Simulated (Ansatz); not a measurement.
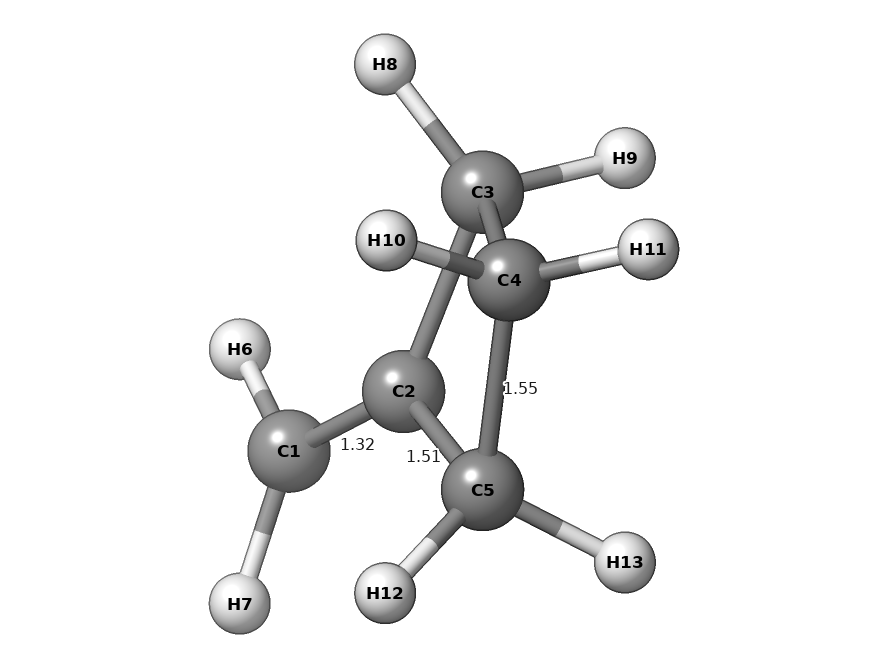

The numbers beside the sticks are distances in Å. Sticks don't show bond order. Computed geometry: PBE0-D4/def2-TZVP optimisation.

Q: Assign a bond order to each marked bond.

A: C1–C2 double; C2–C5 single; C4–C5 single.

Q: Give the structure as SMILES.

A: C=C1CCC1
